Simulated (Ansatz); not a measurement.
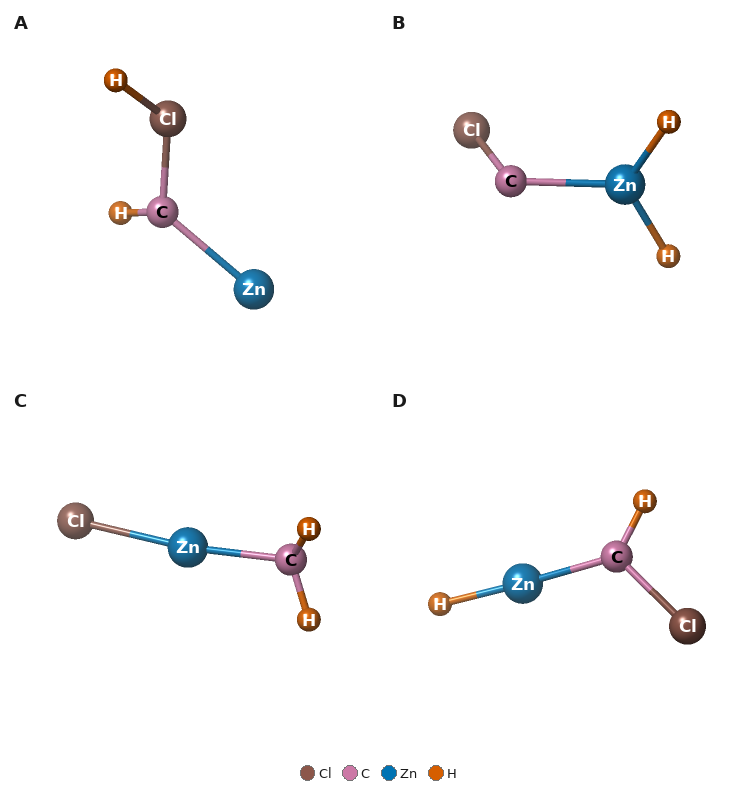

4 stationary structures of one formula. State: charge −1, singlet. Geometries: PBE0-D4/def2-TZVPD. Electronic energies: RHF-CCSD(T) (frozen core) with 3s3p of Cu, Zn/def2-TZVPPD (Ansatz 0.2.0), without zero-point energy. No frequency run is at hand to confirm each as a minimum.

Which structure is the most stable?

Answer. C is lowest; D lies 214.2 kJ/mol above it, B lies 426.0 kJ/mol above it (Cs), A lies 504.7 kJ/mol above it (C1).
